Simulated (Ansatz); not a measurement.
# C12H10F2Si: small, medium and large basis sets

How large a basis does C12H10F2Si need? Two functionals are run in growing sets.

The runs use Ansatz 0.2.0, Gaussian basis; one geometry, several basis sets.

The runs, in order: PBE0-D4/def2-SVP; ωB97M-V/def2-SVP; PBE0-D4/def2-QZVPP; ωB97M-V/def2-QZVPP; the functionals' def2-TZVPP values are taken from earlier runs.

### Step 1. Structure used throughout

An earlier PBE0-D4 in a triple-zeta def2 set relaxation fixed the geometry.

SMILES `F[Si](F)(c1ccccc1)c1ccccc1`, 25 atoms, charge 0, spin multiplicity 1.

Atoms are counted from 1 here; the program's logs count them from 0.

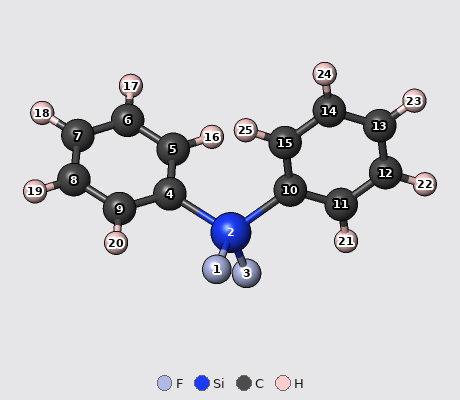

The geometry (fluorine light blue, silicon blue, carbon dark grey, hydrogen pink); atoms are numbered from 1 in the order of the file.

Geometry (Å):

```xyz
25

F     1.7863   -1.5992    1.5588
Si    0.9075   -1.2866    0.2660
F     1.1320   -2.5320   -0.7035
C    -0.8535   -1.1674    0.8084
C    -1.8105   -0.5948   -0.0330
C    -3.1381   -0.5120    0.3545
C    -3.5276   -0.9981    1.5943
C    -2.5895   -1.5651    2.4445
C    -1.2622   -1.6485    2.0539
C     1.5188    0.2176   -0.6133
C     2.3413    0.1158   -1.7371
C     2.8046    1.2526   -2.3808
C     2.4509    2.5084   -1.9097
C     1.6316    2.6277   -0.7963
C     1.1683    1.4901   -0.1556
H    -1.5142   -0.2021   -1.0008
H    -3.8699   -0.0658   -0.3091
H    -4.5657   -0.9321    1.9001
H    -2.8930   -1.9415    3.4147
H    -0.5330   -2.0881    2.7259
H     2.6174   -0.8630   -2.1142
H     3.4417    1.1592   -3.2529
H     2.8125    3.3977   -2.4136
H     1.3519    3.6087   -0.4293
H     0.5192    1.5942    0.7086
```

### Step 2. PBE0-D4 in def2-SVP

in.yaml reads:

```yaml
crystal:
  periodic: [false, false, false]
  atoms:
    - {symbol: F, position_ang: [1.786268, -1.599169, 1.558780]}
    - {symbol: Si, position_ang: [0.907465, -1.286573, 0.265991]}
    - {symbol: F, position_ang: [1.132008, -2.531980, -0.703470]}
    - {symbol: C, position_ang: [-0.853462, -1.167358, 0.808367]}
    - {symbol: C, position_ang: [-1.810524, -0.594815, -0.032952]}
    - {symbol: C, position_ang: [-3.138119, -0.511982, 0.354501]}
    - {symbol: C, position_ang: [-3.527578, -0.998137, 1.594341]}
    - {symbol: C, position_ang: [-2.589519, -1.565087, 2.444459]}
    - {symbol: C, position_ang: [-1.262162, -1.648467, 2.053931]}
    - {symbol: C, position_ang: [1.518788, 0.217569, -0.613272]}
    - {symbol: C, position_ang: [2.341316, 0.115795, -1.737117]}
    - {symbol: C, position_ang: [2.804632, 1.252603, -2.380809]}
    - {symbol: C, position_ang: [2.450882, 2.508384, -1.909673]}
    - {symbol: C, position_ang: [1.631555, 2.627749, -0.796264]}
    - {symbol: C, position_ang: [1.168252, 1.490051, -0.155567]}
    - {symbol: H, position_ang: [-1.514156, -0.202061, -1.000826]}
    - {symbol: H, position_ang: [-3.869931, -0.065750, -0.309124]}
    - {symbol: H, position_ang: [-4.565722, -0.932051, 1.900062]}
    - {symbol: H, position_ang: [-2.893048, -1.941541, 3.414677]}
    - {symbol: H, position_ang: [-0.532987, -2.088100, 2.725938]}
    - {symbol: H, position_ang: [2.617429, -0.863041, -2.114225]}
    - {symbol: H, position_ang: [3.441705, 1.159232, -3.252928]}
    - {symbol: H, position_ang: [2.812531, 3.397680, -2.413596]}
    - {symbol: H, position_ang: [1.351948, 3.608696, -0.429338]}
    - {symbol: H, position_ang: [0.519231, 1.594151, 0.708613]}
basis:
  gaussian: {orbitals: def2-SVP}
hamiltonian: {xc: pbe0, dispersion: d4}
output: {orbitals: {seedname: orbitals}}
```

Launch:

```bash
$ ansatz run in.yaml --threads 11 --pin off --events-out ev --progress --plain --max-ram 174080MiB --backend cpu
```

The log of the run:

```text
Functional definition: PBE0
  name "PBE0"
  cite "Adamo & Barone, J. Chem. Phys. 110, 6158 (1999) doi:10.1063/1.478522"
  cite "Perdew, Burke & Ernzerhof, Phys. Rev. Lett. 77, 3865 (1996) doi:10.1103/PhysRevLett.77.3865"
  parent pbe
  parameter a = 0.25
  parameter kappa = 0.804
  parameter beta = 0.06672455060314922
  exchange = (1 - a)*pbe_x(kappa = kappa, mu = beta*pi^2/3) + a*exact_x
  correlation = pbe_c(beta = beta)
2968 factors; their error is unknown
mean field evaluation 1: about -25869.7350 eV, gradient 7.3e1 eV
mean field evaluation 2: about -25867.8350 eV, gradient 8.3e1 eV
mean field evaluation 4: about -25883.0170 eV, gradient 5.2e0 eV
mean field evaluation 8: about -25883.0829 eV, gradient 4.9e-1 eV
mean field evaluation 16: about -25883.0834 eV, gradient 5.5e-5 eV
mean field -25883.08339632 eV, -951.1857706308 hartree, gradient 5.5e-5 eV, S^2 0.000000; 0 other end points of the search recorded, 0 dependent functions left out
reference -25883.08343635 eV, -951.1857721017 hartree; 57, 57 occupied and 207, 207 virtual orbitals, 2968 factors
Total energy: -25883.86802718 eV, -951.2146052829 hartree
```

It took 3.8 s on 11 threads of AMD EPYC 7R13, shared host; peak memory 1.8 GiB.

### Step 3. ωB97M-V in def2-SVP

Changes to in.yaml since step 2:

```diff
@@ -30,3 +30,3 @@
   gaussian: {orbitals: def2-SVP}
-hamiltonian: {xc: pbe0, dispersion: d4}
+hamiltonian: {xc: {name: wB97M-V}}
 output: {orbitals: {seedname: orbitals}}
```

Launched as before.

The log of the run, cut to the lines that bear on the results:

```text
Functional definition: wB97M-V
  name "wB97M-V"
  cite "Mardirossian & Head-Gordon, J. Chem. Phys. 144, 214110 (2016) doi:10.1063/1.4952647"
  cite "Becke, J. Chem. Phys. 107, 8554 (1997) doi:10.1063/1.475007"
  cite "Vydrov & Van Voorhis, J. Chem. Phys. 133, 244103 (2010) doi:10.1063/1.3521275"
  # Of w^i u^j: cxij and so on, Table III.
[...]
  gx(w, u) = 1 - cx + cx01*u + cx10*w
  gss(w, u) = css00 + css04*u^4 + css10*w + css20*w^2 + css43*w^4*u^3
  gos(w, u) = cos00 + cos10*w + (cos20 + cos21*u)*w^2 + (cos60 + cos61*u)*w^6
[...]
      + integral(e_c_pw_mod_opposite_spin*gos(b97_w_opposite, b97_u_opposite)) + vv10(b, c)
2968 factors; their error is unknown
668 factors; integrals over basis functions are off by at most 8.0e-6 eV
[...]
mean field -25899.61694197 eV, -951.7933672266 hartree, gradient 2.7e-5 eV, S^2 0.000000; 0 other end points of the search recorded, 0 dependent functions left out
reference -25899.61700473 eV, -951.7933695329 hartree; 57, 57 occupied and 207, 207 virtual orbitals, 2968 factors
Total energy: -25899.61700473 eV, -951.7933695329 hartree
```

Wall time 9.5 s (11 threads of AMD EPYC 7R13, shared host); peak memory 2.2 GiB.

### Step 4. PBE0-D4 in def2-QZVPP

Changes to in.yaml since step 3:

```diff
@@ -29,4 +29,4 @@
 basis:
-  gaussian: {orbitals: def2-SVP}
-hamiltonian: {xc: {name: wB97M-V}}
+  gaussian: {orbitals: "def2-QZVPP.json"}
+hamiltonian: {xc: pbe0, dispersion: d4}
 output: {orbitals: {seedname: orbitals}}
```

Launch:

```bash
$ ansatz run in.yaml --threads 11 --pin off --events-out ev --progress --plain --max-ram 174080MiB --backend cuda --devices 0, --max-vram 75GiB
```

The log of the run:

```text
Functional definition: PBE0
  name "PBE0"
  cite "Adamo & Barone, J. Chem. Phys. 110, 6158 (1999) doi:10.1063/1.478522"
  cite "Perdew, Burke & Ernzerhof, Phys. Rev. Lett. 77, 3865 (1996) doi:10.1103/PhysRevLett.77.3865"
  parent pbe
  parameter a = 0.25
  parameter kappa = 0.804
  parameter beta = 0.06672455060314922
  exchange = (1 - a)*pbe_x(kappa = kappa, mu = beta*pi^2/3) + a*exact_x
  correlation = pbe_c(beta = beta)
3411 factors; their error is unknown
mean field evaluation 1: about -25886.0332 eV, gradient 9.8e1 eV
mean field evaluation 2: about -25875.9899 eV, gradient 1.2e2 eV
mean field evaluation 4: about -25907.3045 eV, gradient 5.6e0 eV
mean field evaluation 8: about -25907.3788 eV, gradient 2.5e-1 eV
mean field evaluation 16: about -25907.3998 eV, gradient 1.3e-4 eV
mean field -25907.39981841 eV, -952.0793826604 hartree, gradient 4.9e-5 eV, S^2 0.000000; 0 other end points of the search recorded, 0 dependent functions left out
reference -25907.39987788 eV, -952.0793848457 hartree; 57, 57 occupied and 1111, 1111 virtual orbitals, 3411 factors
Total energy: -25908.18446871 eV, -952.1082180269 hartree
```

Wall time 7 s (1 × H100 with 11 threads of AMD EPYC 7R13, shared host); peak host memory 1.8 GiB.

### Step 5. ωB97M-V in def2-QZVPP

Changes to in.yaml since step 4:

```diff
@@ -30,3 +30,3 @@
   gaussian: {orbitals: "def2-QZVPP.json"}
-hamiltonian: {xc: pbe0, dispersion: d4}
+hamiltonian: {xc: {name: wB97M-V}}
 output: {orbitals: {seedname: orbitals}}
```

Launched as before.

The log of the run, cut to the lines that bear on the results:

```text
Functional definition: wB97M-V
  name "wB97M-V"
  cite "Mardirossian & Head-Gordon, J. Chem. Phys. 144, 214110 (2016) doi:10.1063/1.4952647"
  cite "Becke, J. Chem. Phys. 107, 8554 (1997) doi:10.1063/1.475007"
  cite "Vydrov & Van Voorhis, J. Chem. Phys. 133, 244103 (2010) doi:10.1063/1.3521275"
  # Of w^i u^j: cxij and so on, Table III.
[...]
  gx(w, u) = 1 - cx + cx01*u + cx10*w
  gss(w, u) = css00 + css04*u^4 + css10*w + css20*w^2 + css43*w^4*u^3
  gos(w, u) = cos00 + cos10*w + (cos20 + cos21*u)*w^2 + (cos60 + cos61*u)*w^6
[...]
      + integral(e_c_pw_mod_opposite_spin*gos(b97_w_opposite, b97_u_opposite)) + vv10(b, c)
3391 factors; their error is unknown
840 factors; integrals over basis functions are off by at most 1.0e-5 eV
[...]
mean field -25924.49272746 eV, -952.7075354818 hartree, gradient 3.8e-5 eV, S^2 0.000000; 0 other end points of the search recorded, 0 dependent functions left out
reference -25924.49282184 eV, -952.7075389503 hartree; 57, 57 occupied and 1111, 1111 virtual orbitals, 3391 factors
Total energy: -25924.49282184 eV, -952.7075389503 hartree
```

Run time: 8 s. Hardware: 1 × H100 with 11 threads of AMD EPYC 7R13, shared host; peak host memory 2 GiB.

### Step 6. Density functionals: the series

The def2-TZVPP values come from earlier runs at the same geometry.

```
functional       basis  functions  energy (eV)  from the largest (eV)  HOMO (eV)  LUMO (eV)
   PBE0-D4    def2-SVP        264  -25883.8680                 24.316      -7.53      -0.88
   PBE0-D4  def2-TZVPP        616  -25906.9762                  1.208      -7.54      -0.98
   PBE0-D4  def2-QZVPP       1168  -25908.1845                  0.000      -7.56      -1.01
   ωB97M-V    def2-SVP        264  -25899.6170                 24.876      -9.61       1.15
   ωB97M-V  def2-TZVPP        616  -25923.3800                  1.113      -9.62       1.00
   ωB97M-V  def2-QZVPP       1168  -25924.4928                  0.000      -9.63       0.95
```

### Step 7. What came out

```
                                       quantity           value
PBE0-D4: double and triple zeta above quadruple  24.32, 1.21 eV
ωB97M-V: double and triple zeta above quadruple  24.88, 1.11 eV
```

In words: PBE0-D4 gains 23.11 eV from double to triple zeta, then 1.21 eV more. Total energies overstate the basis error of differences, where much of it tends to cancel.
